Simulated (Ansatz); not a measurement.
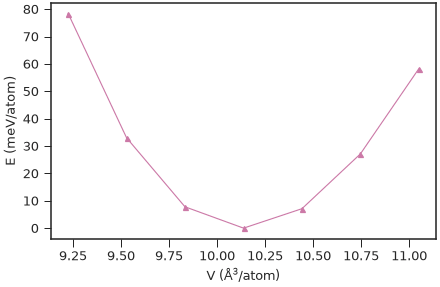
Figure. TiC (rock salt, Fm-3m) under volume change, r²SCAN (plane waves, PAW; program Ansatz), scaled uniformly.

Problem. What does a third-order Birch–Murnaghan fit give for V₀, B₀ and B′?

Solution. V₀ = 10.14 Å³/atom, B₀ = 262 GPa, B′ = 4.0.

The cell was relaxed with r²SCAN under the symmetry of its start. No spin polarisation was allowed.

Potentials: the earlier of the program's two PAW sets.
